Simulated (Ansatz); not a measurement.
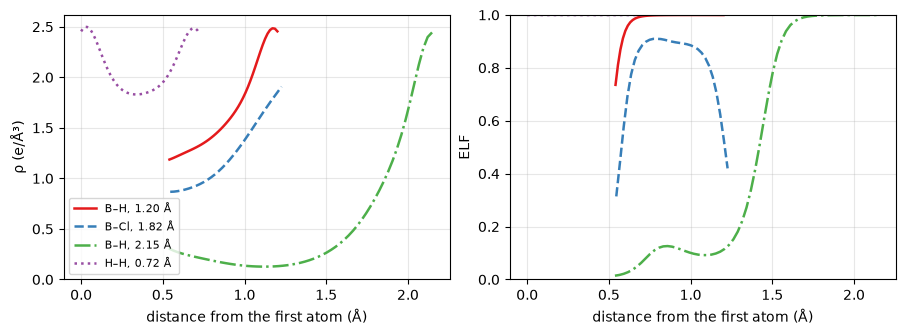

Figure. BClH₂···H₂. Electron density and electron localisation function along straight lines between neighbouring atoms. The curves leave out the atomic cores.

Not at a stationary point (largest force 1.8 eV/Å).

Computed with Ansatz, RKS PBE0/def2-SVP.

```yaml
atoms:
  - { symbol: B, position_ang: [0.0210, -0.5095, -0.2943] }
  - { symbol: H, position_ang: [0.0192, 0.2731, 1.9640] }
  - { symbol: H, position_ang: [1.0714, 0.0530, -0.4453] }
  - { symbol: H, position_ang: [-1.0613, -0.0117, -0.4474] }
  - { symbol: Cl, position_ang: [0.0728, -2.2906, 0.0607] }
  - { symbol: H, position_ang: [0.0057, -0.4382, 1.8520] }
```

### Compare the contacts.

B–H (1.20 Å): ρ is about 1.2 e/Å³ halfway; the ELF climbs to about 1 towards the hydrogen, as it does in any bond to H (an ordinary covalent bond to hydrogen).
B–Cl (1.82 Å): the density is about 1.2 e/Å³ at the midpoint; the ELF peaks at about 0.90 between the atoms; a polar covalent bond.
B1···H6 (2.15 Å): the density falls to about 0.13 e/Å³ on the way; the ELF climbs to about 1 towards the hydrogen.
H–H (0.72 Å): ρ at the midpoint is about 1.8 e/Å³; the ELF peaks at about 1 between the atoms; an ordinary covalent bond to hydrogen.
